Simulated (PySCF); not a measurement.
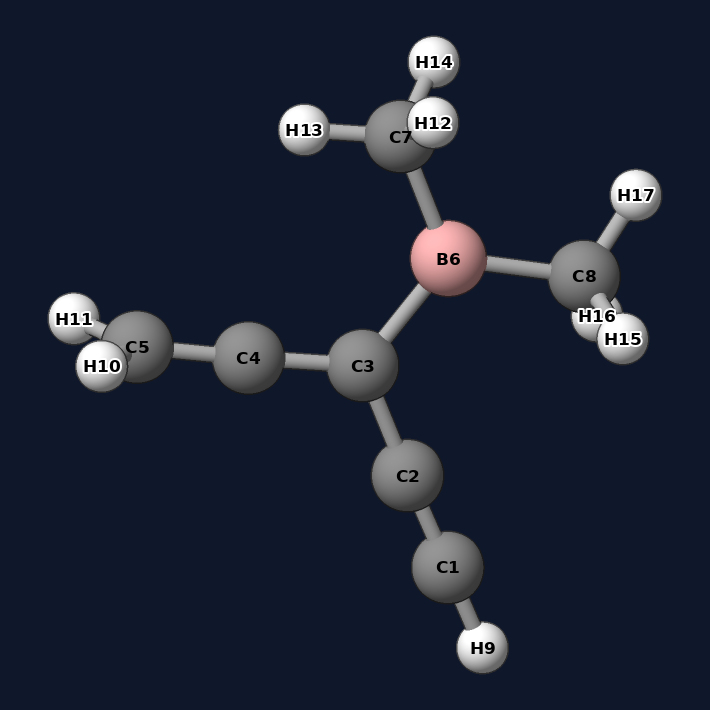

The geometry was computed by an optimisation with GFN2-xTB. No frequency run is at hand to confirm it as a minimum. Method: GIAO PBE0/pcSseg-1 NMR shielding, non-relativistic, gas phase (PySCF 2.14.0). Principal shieldings σ11 ≤ σ22 ≤ σ33, span Ω = σ33 − σ11, skew κ = 3(σiso − σ22)/Ω.

Give the shielding tensors of the B atoms.

```csv
atom,σ11,σ22,σ33,σiso,Ω,κ
B6,−45.9,−7.7,120.3,22.2,166.2,0.54
```

Shieldings and span in ppm.

The geometry is semi-empirical. Around B such bond lengths and angles can be off by a tenth of an ångström or more and by several degrees, and values that hang on the shape move with them.
